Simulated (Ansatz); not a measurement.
# Ge (diamond structure), cut as [100] fin, 1.73 nm along [100] by 1.44 nm along [010], dimers on {100} faces

All values below come from PBE (plane waves to 420 eV, PAW; Ansatz, a quantum-chemistry and plane-wave program).

k-points: Γ-centred 1×1×5 mesh; occupations: Fermi-Dirac, 0.020 eV; spin polarisation not allowed. Spin-orbit coupling is left out.

 The relaxation kept the symmetry of its start, so a lower minimum of less symmetry isn't excluded. The period along the axis is held at the bulk value.

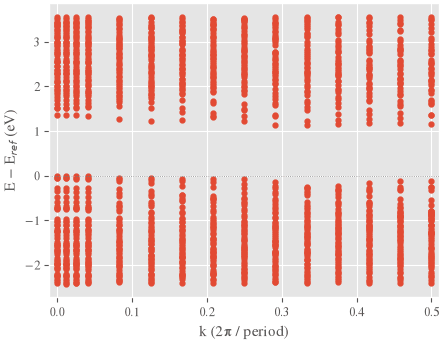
Figure: Levels along the axis at 15 k-points, drawn as points, zero at the top of the valence band

Electronic character: not metallic; Kohn-Sham band gap: 1.13 eV. Only levels within the plotted window are shown.
